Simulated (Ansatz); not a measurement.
**Single-point calculation, with input and output: C2H5FIn**

C2H5FIn, multiplicity 2, SMILES C[CH2][In][F], computed with UKS PBE0-D4/def2-TZVPP (Ansatz 0.2.0).

The geometry comes from this level: PBE0-D4/def2-TZVP.

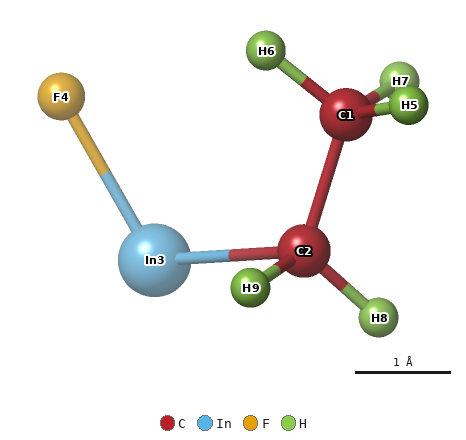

Fig. 1: The input geometry (ball-and-stick view, seen at a tilt; atoms are numbered from 1 in the order of the input). Sticks mark near contacts.

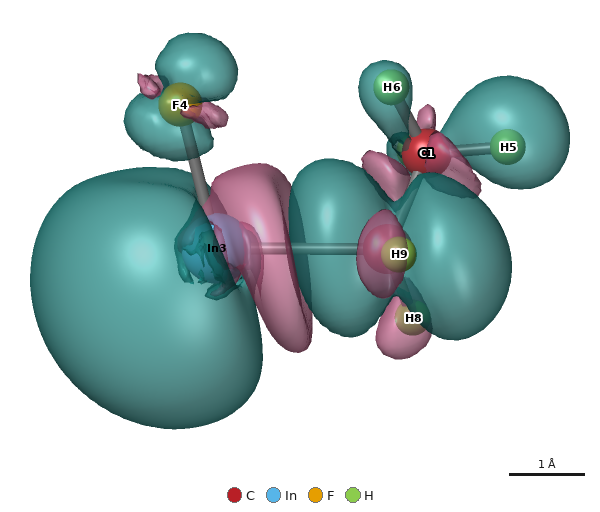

Fig. 2: Isosurfaces of the spin density at +0.004 (teal) and −0.004 e/Å³ (pink), seen at a tilt. The unpaired spin (1 electron) lies mostly on In3 (about 0.5) and C2 (about 0.3), in electrons by Hirshfeld's partition.

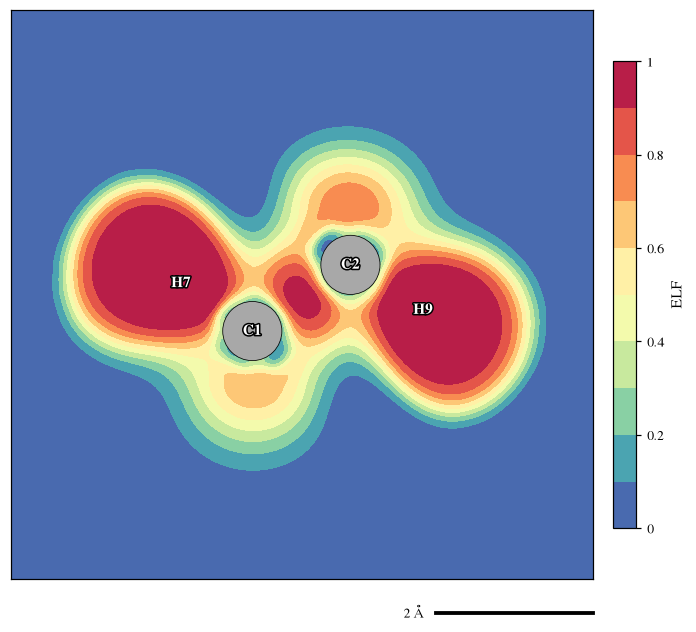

Fig. 3: ELF on the plane of atoms C1, C2 and H9. Grey discs, where drawn, cover atomic cores. The section cuts through C and H sites. C–C (1.51 Å): the ELF peaks at about 0.95 between the atoms (a shared electron pair). C–H (1.09 Å): the ELF climbs to about 1 towards the hydrogen, as it does in any bond to H (a covalent bond by its length).

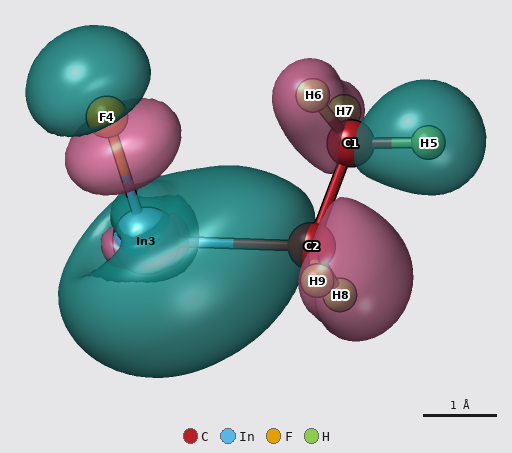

Fig. 4: One frontier orbital at ±0.08 Å⁻³ᐟ² (teal and pink are the two phases), seen face on. The HOMO−1 (α), at −8.47 eV. By Hirshfeld shares it lies mainly on In3 (30 %), F4 (25 %) and C2 (20 %).

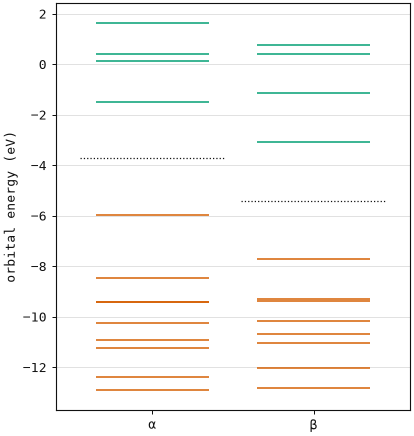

Fig. 5: Orbital energies near the frontier for α and β spins; the dotted line parts filled from empty levels, and levels within 0.02 eV of each other stand side by side. α: highest filled −5.95 eV, lowest empty −1.48 eV, 4.47 eV apart; β: highest filled −7.71 eV, lowest empty −3.08 eV, 4.63 eV apart.

These pictures come from the run below.

### The input
```yaml
crystal:
  periodic: [false, false, false]
  atoms:
    - {symbol: C, position_ang: [0.296486, 0.904722, 0.100284]}
    - {symbol: C, position_ang: [-0.768284, -0.058398, -0.361473]}
    - {symbol: In, position_ang: [-0.311863, -2.120185, 0.521966]}
    - {symbol: F, position_ang: [1.678355, -2.195366, 0.554532]}
    - {symbol: H, position_ang: [0.179946, 1.871106, -0.406447]}
    - {symbol: H, position_ang: [1.301368, 0.537063, -0.115106]}
    - {symbol: H, position_ang: [0.237997, 1.098145, 1.173761]}
    - {symbol: H, position_ang: [-1.782523, 0.189760, -0.052986]}
    - {symbol: H, position_ang: [-0.742981, -0.273146, -1.431631]}
basis:
  gaussian: {orbitals: def2-TZVPP}
magnetization: {spin_polarized: true, initial_magnetization: 1}
hamiltonian: {xc: pbe0, dispersion: d4}
output: {orbitals: {seedname: orbitals}}
```

Command:
```bash
ansatz run in.yaml --threads 4 --pin off --events-out ev --progress --plain --max-ram 10444MiB
```

### What the program printed
```
Functional definition: PBE0
  name "PBE0"
  cite "Adamo & Barone, J. Chem. Phys. 110, 6158 (1999) doi:10.1063/1.478522"
  cite "Perdew, Burke & Ernzerhof, Phys. Rev. Lett. 77, 3865 (1996) doi:10.1103/PhysRevLett.77.3865"
  parent pbe
  parameter a = 0.25
  parameter kappa = 0.804
  parameter beta = 0.06672455060314922
  exchange = (1 - a)*pbe_x(kappa = kappa, mu = beta*pi^2/3) + a*exact_x
  correlation = pbe_c(beta = beta)
1292 factors; their error is unknown
mean field evaluation 1: about -10030.5963 eV, gradient 5.3e1 eV
mean field evaluation 2: about -9993.7515 eV, gradient 1.1e2 eV
mean field evaluation 4: about -10042.9108 eV, gradient 1.1e1 eV
mean field evaluation 8: about -10043.3741 eV, gradient 1.2e-1 eV
mean field evaluation 16: about -10043.4282 eV, gradient 6.2e-3 eV
mean field -10043.42821351 eV, -369.0891791663 hartree, gradient 8.7e-5 eV, S^2 0.761396; 0 other end points of the search recorded, 0 dependent functions left out
reference -10043.42825166 eV, -369.0891805683 hartree; 24, 23 occupied and 189, 190 virtual orbitals, 1292 factors
Total energy: -10043.56721538 eV, -369.0942873909 hartree
```

### Key numbers

| quantity | value |
| --- | --- |
| outcome | converged |
| total energy | −10043.5672 eV |
| mean-field energy | −10043.4283 eV |
| dispersion energy | −0.1390 eV |
| ⟨S²⟩ | 0.761 |
| SCF solution under orbital rotations | stable |
| HOMO (either spin) | −5.95 eV |
| LUMO (either spin) | −3.08 eV |
| hardware | 4 threads of Intel Xeon @ 2.80GHz, 23 GiB of memory available, shared host |
| wall time | 4.4 s (CPU time 16 s) |
| peak memory | 0.64 GiB |
